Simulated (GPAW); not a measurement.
# Local fields in the dielectric function of LiCl (Fm-3m)

Aim: the dielectric function of LiCl (Fm-3m), with and without local fields.

Calculated with GPAW 26.7.0; LDA and many-body steps on it, plane waves.

The database entry behind the starting cell differs from later determinations by our own check (0.1 to 0.3 % short, probably kX units), so it need not match the best structure at ambient conditions.

**1. The starting structure**

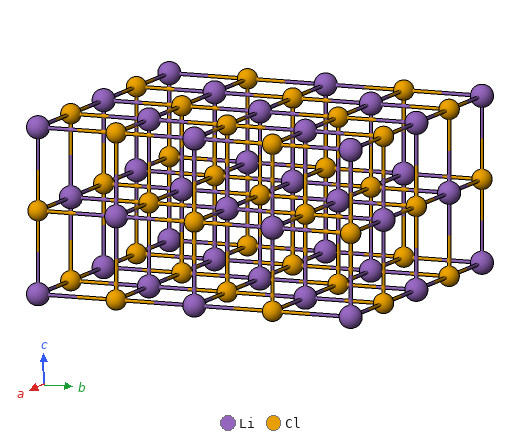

The starting structure, seen slightly off an axis (lithium purple, chlorine orange). 2×2×1 cells are drawn. This picture shows the conventional cell, with its axes. Some periodic images of atoms are drawn too.

Coordinates:

```xyz
2
Lattice="0.0000 2.5648 2.5648 2.5648 0.0000 2.5648 2.5648 2.5648 0.0000" Properties=species:S:1:pos:R:3 pbc="T T T"
Li    0.0000    0.0000    0.0000
Cl    2.5648    2.5648    2.5648
```

The cell and positions come from the Crystallography Open Database and are kept as given unless a step says otherwise.

**2. Empty states on the mesh, 8×8×8 mesh, 44 bands**

This step: GPAW 26.7.0; DFT, LDA, plane waves, PAW.

The sums over transitions need many empty states on a uniform mesh; this step solves for them.

The input, run.py:

```python
import json
import numpy as np
from gpaw.mpi import world
from gpaw import GPAW

calc = GPAW('gs.gpw').fixed_density(kpts={'size': (8, 8, 8), 'gamma': True},
    nbands=51,
    convergence={'bands': 44},
    txt='nscf.txt')
calc.write('full.gpw', mode='all')
res = {}
kpts = calc.get_ibz_k_points()
res['kpts'] = kpts
res['eigenvalues'] = [calc.get_eigenvalues(kpt=k) for k in range(len(kpts))]
res['n_electrons'] = calc.get_number_of_electrons()

if world.rank == 0:
    with open('result.json', 'w') as f:
        json.dump(res, f, default=lambda x: x.tolist())
```

On the command line:

```bash
$ mpirun -n 4 gpaw python run.py
```

Numbers of over 12 decimals in the logs are rounded to 6 here.

The log of the run:

```text
Diagonalizing LCAO Hamiltonian
Converting LCAO to pw mode
convergence criteria:
- Maximum integral of absolute [eigenst]ate change: 4e-08 eV^2 / valence electron
maximum number of iterations: 100

SCF iterations
|iter     |     time |      energy | eigst |  dens |
|iter:   1|  |             | +4.32 |       |
|iter:   2|  |             | +3.05 |       |
|iter:   3|  |             | +1.96 |       |
[...]
|iter:  11|  |             | -6.73 |       |
|iter:  12|  |             | -7.22 |       |
|iter:  13|  |             | -7.75c|       |
SCF steps: 13
  __  _  _
 | _ |_)|_||  |
 |__||  | ||/\| - 26.7.0

Input parameters:
  mode=PW(ecut=600.0),
  convergence={'bands': 44},
  gpts=array([21, 21, 21]),
  kpts=MonkhorstPack(size=(8, 8, 8), gamma=True),
  maxiter=100,
  nbands=51,
  occupations=Occupations(name='fermi-dirac', width=0.001, fixmagmom=False),
  parallel={},
  xc=XC(name='LDA')
# Writing to full.gpw (mode='all')
  [... matrices ...]

timing:  # [seconds]
  Total: 0.033  # ━━━━━━━━━━━━━━━━━━━━━━━━━━━━━━━━━━━━━━━━━━━━━━━━━━━━━━━━━━━
```

Wall time 12 s (4 MPI ranks of Arm Neoverse V2, shared host); peak memory 0.65 GiB; 49 s of CPU time.

Numbers from this step:

```yaml
gap: 5.986 eV
k_of_the_valence_top: 0, 0, 0
k_of_the_conduction_bottom: 0, 0, 0
least_direct_gap: 5.986 eV
k_points_computed: 29
lowest_point_of_the_top_converged_band_above_the_valence_top: 57.2428 eV
```

On this mesh the gap is 5.986 eV.

**3. RPA response**

The response function is computed on a frequency grid, with local fields up to the given cutoff.

This step: linear response, RPA, on LDA, plane waves, PAW.

The input, run.py:

```python
import json
import numpy as np
from gpaw.mpi import world
from gpaw.response.df import DielectricFunction

df = DielectricFunction('full.gpw',
    ecut=50,
    nbands=44,
    eta=0.2,
    frequencies={'type': 'nonlinear', 'domega0': 0.05, 'omega2': 10.0},
    intraband=False,
    txt='df.txt')
res = {'optical': {}, 'eels': []}
for d in 'x':
    y0, y = df.get_dielectric_function(direction=d, xc='RPA', filename=None)
    res['optical'][d] = [y0.real, y0.imag, y.real, y.imag]
res['w'] = df.get_frequencies()
for q_c in [[0.125, 0, 0], [0.25, 0, 0], [0.5, 0, 0], [0.75, 0, 0], [1.25, 0, 0]]:
    res['eels'].append(df.get_eels_spectrum(q_c=q_c, xc='RPA', filename=None))

if world.rank == 0:
    with open('result.json', 'w') as f:
        json.dump(res, f, default=lambda x: x.tolist())
```

On the command line:

```bash
$ mpirun -n 4 gpaw python run.py
```

The log of the run:

```text
Using integrator: PointIntegrator
NonLinearFrequencyDescriptor(from 0.000 to 76.484 eV, 368 points)
Nonperiodic BCs:  [False False False]
Using integrator: PointIntegrator
NonLinearFrequencyDescriptor(from 0.000 to 76.484 eV, 368 points)
Nonperiodic BCs:  [False False False]

Calculating chi0 body with:
    Ground state adapter containing:
    Number of spins: 1
    Number of kpoints: 512
    Number of irreducible kpoints: 29
    Number of completely occupied states: 4
    Number of partially occupied states: 4
    Occupied states memory: 0.565247 M / cpu

    Linear response parametrization:
    q_c: [0.0, 0.0, 0.0]
    Number of frequency points: 368
    Planewave cutoff: 50.0
    Number of bands: 44
    Number of planewaves: 27
    Broadening (eta): 0.2
    comm.size: 4
    kncomm.size: 4
    blockcomm.size: 1

    Memory estimate of potentially large arrays:
        chi0_wGG: 4.093505859375 M / cpu
Integrating chi0 body.

Symmetries of q_c:
    Direct symmetries (Uq -> q): 48
    Indirect symmetries (TUq -> q): 0
In total 48 allowed symmetries.

  [... matrices ...]
29 groups of equivalent kpoints. 94.3359375% reduction.

Integral kind: spectral function

Calculating chi0 optical extensions with:
    Ground state adapter containing:
    Number of spins: 1
    Number of kpoints: 512
    Number of irreducible kpoints: 29
    Number of completely occupied states: 4
    Number of partially occupied states: 4
    Occupied states memory: 0.565247 M / cpu

    Linear response parametrization:
    Number of frequency points: 368
    Planewave cutoff: 50.0
    Number of bands: 44
    Number of planewaves: 27
    Broadening (eta): 0.2
Integrating chi0 head and wings.

Symmetries of q_c:
    Direct symmetries (Uq -> q): 48
    Indirect symmetries (TUq -> q): 0
In total 48 allowed symmetries.

  [... matrices ...]
29 groups of equivalent kpoints. 94.3359375% reduction.

Integral kind: spectral function wings

Calculating chi0 body with:
    Ground state adapter containing:
    Number of spins: 1
    Number of kpoints: 512
    Number of irreducible kpoints: 29
    Number of completely occupied states: 4
    Number of partially occupied states: 4
    Occupied states memory: 0.565247 M / cpu

    Linear response parametrization:
    q_c: [0.125, 0.0, 0.0]
    Number of frequency points: 368
    Planewave cutoff: 50.0
    Number of bands: 44
    Number of planewaves: 24
    Broadening (eta): 0.2
    comm.size: 4
    kncomm.size: 4
    blockcomm.size: 1

    Memory estimate of potentially large arrays:
        chi0_wGG: 3.234375 M / cpu
Integrating chi0 body.

Symmetries of q_c:
    Direct symmetries (Uq -> q): 6
    Indirect symmetries (TUq -> q): 0
In total 6 allowed symmetries.

  [... matrices ...]
120 groups of equivalent kpoints. 76.5625% reduction.

Integral kind: spectral function

[... 4 further calls ...]
```

Wall time 8.9 s (4 MPI ranks); peak memory 0.8 GiB; 35 s of CPU time.

Numbers from this step:

| Quantity | Value |
| --- | --- |
| ε at zero frequency | 2.862 |
| the same without local fields | 3.362 |

The static value is 2.86.

The ε₂ has structure finer than the step of the table below, so its rows give means over 2 eV, whole bins alone (the curve runs from 0 to 39.8 eV). Peaks (eV: height): xx, no local fields 8.6: 5.99, 9.8: 7.01; xx, local fields 7.8: 3.96, 8.6: 4.26, 12.4: 3.37, 21.2: 0.965.

RPA, broadening 0.2 eV. The ε₂ by photon energy; means over each step:

| photon energy (eV) | xx, no local fields | xx, local fields |
| --- | --- | --- |
| 2 | 0.0253 | 0.0192 |
| 4 | 0.0801 | 0.0624 |
| 6 | 0.944 | 0.825 |
| 8 | 4.53 | 3.53 |
| 10 | 5.95 | 3.22 |
| 12 | 3.39 | 2.96 |
| 14 | 1.04 | 1.46 |
| 16 | 0.762 | 0.698 |
| 18 | 0.700 | 0.595 |
| 20 | 0.613 | 0.625 |
| 22 | 0.206 | 0.557 |
| 24 | 0.160 | 0.263 |
| 26 | 0.0983 | 0.301 |
| 28 | 0.0590 | 0.241 |
| 30 | 0.0387 | 0.240 |
| 32 | 0.0228 | 0.156 |
| 34 | 0.0272 | 0.123 |
| 36 | 0.0226 | 0.0759 |
| 38 | 0.0190 | 0.0475 |

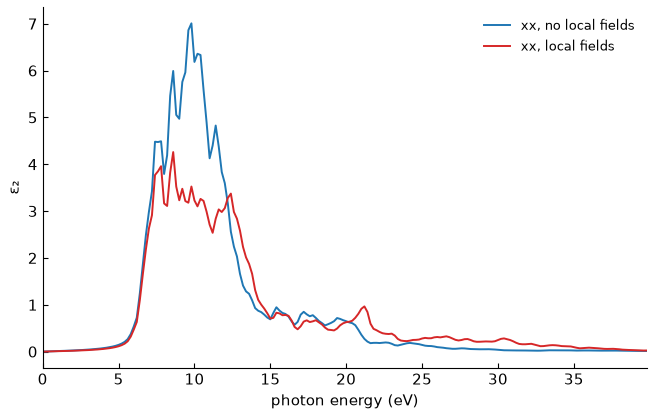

ε₂ against photon energy.

The loss function, xx has structure finer than the step of the table below, so its rows give means over 2 eV, whole bins alone (the curve runs from 0 to 39.8 eV). Peaks (eV: height): 16.6: 1.79, 18.6: 1.29, 21.8: 1.73.

Optical limit, local fields. Loss function, xx against energy loss; means over each step:

| energy loss (eV) | loss function, xx |
| --- | --- |
| 2 | 0.00217 |
| 4 | 0.00549 |
| 6 | 0.0303 |
| 8 | 0.152 |
| 10 | 0.260 |
| 12 | 0.317 |
| 14 | 0.675 |
| 16 | 1.37 |
| 18 | 1.16 |
| 20 | 0.794 |
| 22 | 1.39 |
| 24 | 0.891 |
| 26 | 0.667 |
| 28 | 0.572 |
| 30 | 0.513 |
| 32 | 0.386 |
| 34 | 0.268 |
| 36 | 0.157 |
| 38 | 0.0903 |

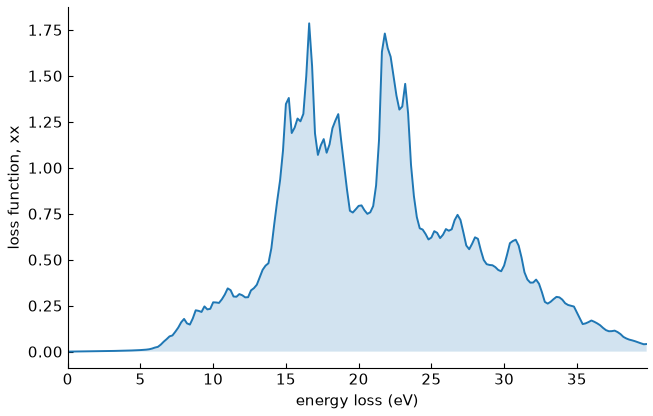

Loss function, xx, plotted against energy loss.

The -Im 1/eps(q) has structure finer than the step of the table below, so its rows give means over 2.5 eV, whole bins alone (the curve runs from 0 to 39.8 eV). Peaks (eV: height): q = 0.265 1/A 16.00: 1.37, 22.00: 1.76; q = 0.530 1/A 15.80: 1.22, 21.60: 1.65; q = 1.061 1/A 15.40: 0.716, 24.00: 0.984, 27.00: 1.03, 30.40: 0.881; q = 1.591 1/A 15.80: 0.327, 30.60: 0.950; q = 2.652 1/A 10.80: 0.108, 31.00: 0.375.

RPA, local fields; q along the first reciprocal vector. Table of -Im 1/eps(q) by energy loss; means over each step:

| energy loss (eV) | q = 0.265 1/A | q = 0.530 1/A | q = 1.061 1/A | q = 1.591 1/A | q = 2.652 1/A |
| --- | --- | --- | --- | --- | --- |
| 2.5 | 0.00267 | 0.00228 | 0.00146 | 9.6e-4 | 5.2e-4 |
| 5.0 | 0.00863 | 0.00638 | 0.00365 | 0.00251 | 0.00155 |
| 7.5 | 0.106 | 0.0703 | 0.0178 | 0.0191 | 0.0203 |
| 10.0 | 0.234 | 0.188 | 0.106 | 0.0859 | 0.0869 |
| 12.5 | 0.348 | 0.353 | 0.312 | 0.198 | 0.0905 |
| 15.0 | 1.04 | 0.978 | 0.626 | 0.277 | 0.0579 |
| 17.5 | 1.18 | 0.925 | 0.413 | 0.215 | 0.0769 |
| 20.0 | 0.835 | 0.790 | 0.599 | 0.280 | 0.0923 |
| 22.5 | 1.40 | 1.33 | 0.938 | 0.503 | 0.109 |
| 25.0 | 0.744 | 0.839 | 0.889 | 0.616 | 0.156 |
| 27.5 | 0.682 | 0.742 | 0.900 | 0.693 | 0.208 |
| 30.0 | 0.524 | 0.574 | 0.733 | 0.817 | 0.289 |
| 32.5 | 0.303 | 0.327 | 0.469 | 0.607 | 0.322 |
| 35.0 | 0.163 | 0.156 | 0.229 | 0.431 | 0.298 |
| 37.5 | 0.0868 | 0.0955 | 0.143 | 0.277 | 0.279 |

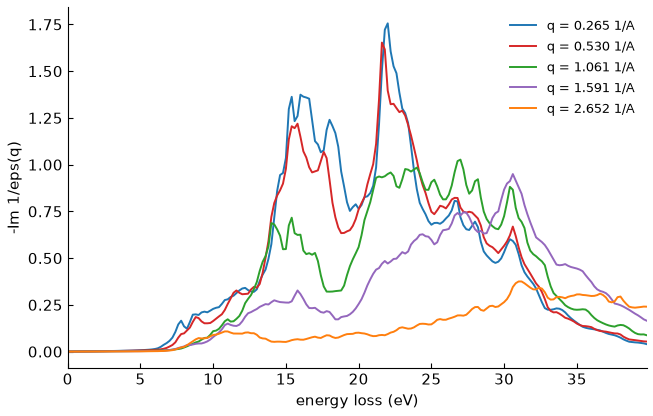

-Im 1/eps(q) against energy loss.

**4. ALDA response**

This step: linear response, ALDA, on LDA, plane waves, PAW.

run.py: that of step 3 with these lines changed.

```diff
@@ -14,7 +14,7 @@
 for d in 'x':
-    y0, y = df.get_dielectric_function(direction=d, xc='RPA', filename=None)
+    y0, y = df.get_dielectric_function(direction=d, xc='ALDA', filename=None)
     res['optical'][d] = [y0.real, y0.imag, y.real, y.imag]
 res['w'] = df.get_frequencies()
-for q_c in [[0.125, 0, 0], [0.25, 0, 0], [0.5, 0, 0], [0.75, 0, 0], [1.25, 0, 0]]:
-    res['eels'].append(df.get_eels_spectrum(q_c=q_c, xc='RPA', filename=None))
+for q_c in [[0.5, 0, 0]]:
+    res['eels'].append(df.get_eels_spectrum(q_c=q_c, xc='ALDA', filename=None))
```

On the command line:

```bash
$ mpirun -n 4 gpaw python run.py
```

The log of the run:

```text
Using integrator: PointIntegrator
NonLinearFrequencyDescriptor(from 0.000 to 76.484 eV, 368 points)
Nonperiodic BCs:  [False False False]
Using integrator: PointIntegrator
NonLinearFrequencyDescriptor(from 0.000 to 76.484 eV, 368 points)
Nonperiodic BCs:  [False False False]

Calculating chi0 body with:
    Ground state adapter containing:
    Number of spins: 1
    Number of kpoints: 512
    Number of irreducible kpoints: 29
    Number of completely occupied states: 4
    Number of partially occupied states: 4
    Occupied states memory: 0.565247 M / cpu

    Linear response parametrization:
    q_c: [0.0, 0.0, 0.0]
    Number of frequency points: 368
    Planewave cutoff: 50.0
    Number of bands: 44
    Number of planewaves: 27
    Broadening (eta): 0.2
    comm.size: 4
    kncomm.size: 4
    blockcomm.size: 1

    Memory estimate of potentially large arrays:
        chi0_wGG: 4.093505859375 M / cpu
Integrating chi0 body.

Symmetries of q_c:
    Direct symmetries (Uq -> q): 48
    Indirect symmetries (TUq -> q): 0
In total 48 allowed symmetries.

  [... matrices ...]
29 groups of equivalent kpoints. 94.3359375% reduction.

Integral kind: spectral function

Calculating chi0 optical extensions with:
    Ground state adapter containing:
    Number of spins: 1
    Number of kpoints: 512
    Number of irreducible kpoints: 29
    Number of completely occupied states: 4
    Number of partially occupied states: 4
    Occupied states memory: 0.565247 M / cpu

    Linear response parametrization:
    Number of frequency points: 368
    Planewave cutoff: 50.0
    Number of bands: 44
    Number of planewaves: 27
    Broadening (eta): 0.2
Integrating chi0 head and wings.

Symmetries of q_c:
    Direct symmetries (Uq -> q): 48
    Indirect symmetries (TUq -> q): 0
[...]
(0,0)   1.00000000  1.00000000  yes
      (1,-1)  0.00000000  0.00000000  yes
      (1,0)   0.00000000  0.00000000  yes
[...]
In total: 1.000000 of the surface norm square is covered on average
      In total: 1.000000 of the surface norm square could be covered on average

    RSHE of atom 1
      (l,m)   max weight  avg weight  included
[...]
In total: 1.000000 of the surface norm square is covered on average
      In total: 1.000000 of the surface norm square could be covered on average

  [... matrices ...]

Calculating chi0 body with:
    Ground state adapter containing:
    Number of spins: 1
    Number of kpoints: 512
    Number of irreducible kpoints: 29
    Number of completely occupied states: 4
    Number of partially occupied states: 4
    Occupied states memory: 0.565247 M / cpu

    Linear response parametrization:
    q_c: [0.5, 0.0, 0.0]
    Number of frequency points: 368
    Planewave cutoff: 50.0
    Number of bands: 44
    Number of planewaves: 22
    Broadening (eta): 0.2
    comm.size: 4
    kncomm.size: 4
    blockcomm.size: 1

    Memory estimate of potentially large arrays:
        chi0_wGG: 2.7177734375 M / cpu
Integrating chi0 body.

Symmetries of q_c:
    Direct symmetries (Uq -> q): 12
    Indirect symmetries (TUq -> q): 0
In total 12 allowed symmetries.

  [... matrices ...]
65 groups of equivalent kpoints. 87.3046875% reduction.

Integral kind: spectral function

Calculating ALDA kernel
Calculating f(G)
    Calculating PAW corrections

    RSHE of atom 0
      (l,m)   max weight  avg weight  included
[...]
In total: 1.000000 of the surface norm square is covered on average
      In total: 1.000000 of the surface norm square could be covered on average

    RSHE of atom 1
      (l,m)   max weight  avg weight  included
[...]
(4,1)   0.00000000  0.00000000  yes
      (4,2)   0.00000000  0.00000000  yes
[... further lines of this kind ...]
      In total: 1.000000 of the surface norm square is covered on average
      In total: 1.000000 of the surface norm square could be covered on average
```

Wall time 4.2 s (4 MPI ranks); peak memory 0.76 GiB; 16 s of CPU time.

This step gave:

```
ε at zero frequency           : 3.006
the same without local fields : 3.362
```

The static value is 3.01.

**5. RPA response, local-field cutoff (8×8×8 mesh, 44 bands, screening to 5 eV, broadening 0.2 eV)**

This step: linear response, RPA, on LDA, plane waves, PAW.

run.py: that of step 4 with these lines changed.

```diff
@@ -6,3 +6,3 @@
 df = DielectricFunction('full.gpw',
-    ecut=50,
+    ecut=5,
     nbands=44,
@@ -14,3 +14,3 @@
 for d in 'x':
-    y0, y = df.get_dielectric_function(direction=d, xc='ALDA', filename=None)
+    y0, y = df.get_dielectric_function(direction=d, xc='RPA', filename=None)
     res['optical'][d] = [y0.real, y0.imag, y.real, y.imag]
@@ -18,3 +18,3 @@
 for q_c in [[0.5, 0, 0]]:
-    res['eels'].append(df.get_eels_spectrum(q_c=q_c, xc='ALDA', filename=None))
+    res['eels'].append(df.get_eels_spectrum(q_c=q_c, xc='RPA', filename=None))
```

On the command line:

```bash
$ mpirun -n 4 gpaw python run.py
```

The log of the run:

```text
Using integrator: PointIntegrator
NonLinearFrequencyDescriptor(from 0.000 to 76.484 eV, 368 points)
Nonperiodic BCs:  [False False False]
Using integrator: PointIntegrator
NonLinearFrequencyDescriptor(from 0.000 to 76.484 eV, 368 points)
Nonperiodic BCs:  [False False False]

Calculating chi0 body with:
    Ground state adapter containing:
    Number of spins: 1
    Number of kpoints: 512
    Number of irreducible kpoints: 29
    Number of completely occupied states: 4
    Number of partially occupied states: 4
    Occupied states memory: 0.565247 M / cpu

    Linear response parametrization:
    q_c: [0.0, 0.0, 0.0]
    Number of frequency points: 368
    Planewave cutoff: 5.0
    Number of bands: 44
    Number of planewaves: 1
    Broadening (eta): 0.2
    comm.size: 4
    kncomm.size: 4
    blockcomm.size: 1

    Memory estimate of potentially large arrays:
        chi0_wGG: 0.005615234375 M / cpu
Integrating chi0 body.

Symmetries of q_c:
    Direct symmetries (Uq -> q): 48
    Indirect symmetries (TUq -> q): 0
In total 48 allowed symmetries.

  [... matrices ...]
29 groups of equivalent kpoints. 94.3359375% reduction.

Integral kind: spectral function

Calculating chi0 optical extensions with:
    Ground state adapter containing:
    Number of spins: 1
    Number of kpoints: 512
    Number of irreducible kpoints: 29
    Number of completely occupied states: 4
    Number of partially occupied states: 4
    Occupied states memory: 0.565247 M / cpu

    Linear response parametrization:
    Number of frequency points: 368
    Planewave cutoff: 5.0
    Number of bands: 44
    Number of planewaves: 1
    Broadening (eta): 0.2
Integrating chi0 head and wings.

Symmetries of q_c:
    Direct symmetries (Uq -> q): 48
    Indirect symmetries (TUq -> q): 0
In total 48 allowed symmetries.

  [... matrices ...]
29 groups of equivalent kpoints. 94.3359375% reduction.

Integral kind: spectral function wings

Calculating chi0 body with:
    Ground state adapter containing:
    Number of spins: 1
    Number of kpoints: 512
    Number of irreducible kpoints: 29
    Number of completely occupied states: 4
    Number of partially occupied states: 4
    Occupied states memory: 0.565247 M / cpu

    Linear response parametrization:
    q_c: [0.5, 0.0, 0.0]
    Number of frequency points: 368
    Planewave cutoff: 5.0
    Number of bands: 44
    Number of planewaves: 2
    Broadening (eta): 0.2
    comm.size: 4
    kncomm.size: 4
    blockcomm.size: 1

    Memory estimate of potentially large arrays:
        chi0_wGG: 0.0224609375 M / cpu
Integrating chi0 body.

Symmetries of q_c:
    Direct symmetries (Uq -> q): 12
    Indirect symmetries (TUq -> q): 0
In total 12 allowed symmetries.

  [... matrices ...]
65 groups of equivalent kpoints. 87.3046875% reduction.

Integral kind: spectral function
```

Run time: 3.8 s. Hardware: 4 MPI ranks; peak memory 0.59 GiB; 15 s of CPU time.

This step gave:

```
ε at zero frequency           : 3.362
the same without local fields : 3.362
```

The static value is 3.36.

RPA, broadening 0.2 eV. ε₂ against photon energy; read off at these points:

| photon energy (eV) | xx, no local fields | xx, local fields |
| --- | --- | --- |
| 0.0 | 0 | 0 |
| 2.0 | 0.0244 | 0.0244 |
| 4.0 | 0.0740 | 0.0740 |
| 6.0 | 0.535 | 0.535 |
| 8.0 | 3.79 | 3.79 |
| 8.6 | 5.99 | 5.99 |
| 10.0 | 6.18 | 6.18 |
| 11.4 | 4.83 | 4.83 |
| 12.0 | 3.60 | 3.60 |
| 14.0 | 0.929 | 0.929 |
| 16.0 | 0.804 | 0.804 |
| 18.0 | 0.719 | 0.719 |
| 20.0 | 0.649 | 0.649 |
| 22.0 | 0.188 | 0.188 |
| 24.0 | 0.178 | 0.178 |
| 26.0 | 0.0960 | 0.0960 |
| 28.0 | 0.0613 | 0.0613 |
| 30.0 | 0.0392 | 0.0392 |
| 32.0 | 0.0225 | 0.0225 |
| 34.0 | 0.0281 | 0.0281 |
| 36.0 | 0.0241 | 0.0241 |
| 38.0 | 0.0203 | 0.0203 |

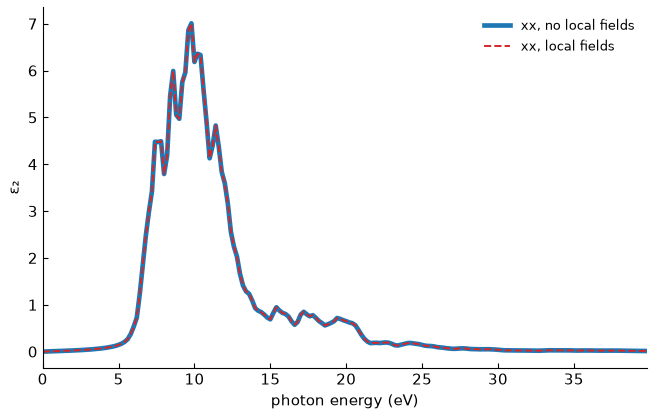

ε₂, plotted against photon energy.

**6. RPA response, fewer bands (8×8×8 mesh, 6 bands, screening to 50 eV, broadening 0.2 eV)**

run.py: that of step 5 with these lines changed.

```diff
@@ -6,4 +6,4 @@
 df = DielectricFunction('full.gpw',
-    ecut=5,
-    nbands=44,
+    ecut=50,
+    nbands=6,
     eta=0.2,
@@ -17,3 +17,3 @@
 res['w'] = df.get_frequencies()
-for q_c in [[0.5, 0, 0]]:
+for q_c in []:
     res['eels'].append(df.get_eels_spectrum(q_c=q_c, xc='RPA', filename=None))
```

On the command line:

```bash
$ mpirun -n 4 gpaw python run.py
```

The log of the run:

```text
Using integrator: PointIntegrator
NonLinearFrequencyDescriptor(from 0.000 to 25.076 eV, 247 points)
Nonperiodic BCs:  [False False False]
Using integrator: PointIntegrator
NonLinearFrequencyDescriptor(from 0.000 to 25.076 eV, 247 points)
Nonperiodic BCs:  [False False False]

Calculating chi0 body with:
    Ground state adapter containing:
    Number of spins: 1
    Number of kpoints: 512
    Number of irreducible kpoints: 29
    Number of completely occupied states: 4
    Number of partially occupied states: 4
    Occupied states memory: 0.565247 M / cpu

[...]
Ground state adapter containing:
    Number of spins: 1
    Number of kpoints: 512
    Number of irreducible kpoints: 29
    Number of completely occupied states: 4
    Number of partially occupied states: 4
    Occupied states memory: 0.565247 M / cpu

    Linear response parametrization:
    Number of frequency points: 247
    Planewave cutoff: 50.0
    Number of bands: 6
    Number of planewaves: 27
    Broadening (eta): 0.2
Integrating chi0 head and wings.

Symmetries of q_c:
    Direct symmetries (Uq -> q): 48
    Indirect symmetries (TUq -> q): 0
In total 48 allowed symmetries.

  [... matrices ...]
29 groups of equivalent kpoints. 94.3359375% reduction.

Integral kind: spectral function wings
```

Run time: 2.6 s. Hardware: 4 MPI ranks; peak memory 0.6 GiB; 10 s of CPU time.

Numbers from this step:

- ε at zero frequency: 2.488
- the same without local fields: 2.632

[end of part 1 of 2]

[Paths, hosts, dates, memory and timing lines, banners, echoed tables and standing remarks are left out of the program output.]

[Logs are printed without paths, hosts, clocks, repeated set-up lines and the standing remarks that a program may print on its own settings, such as how far it seeks lower states.]

[Runs of the session that timed out or met a known fault of the program may be left out.]

[Hosts, paths, dates, database ids (printed as entryN), source tags and the programs' standing remarks are cut or masked in the printed files.]
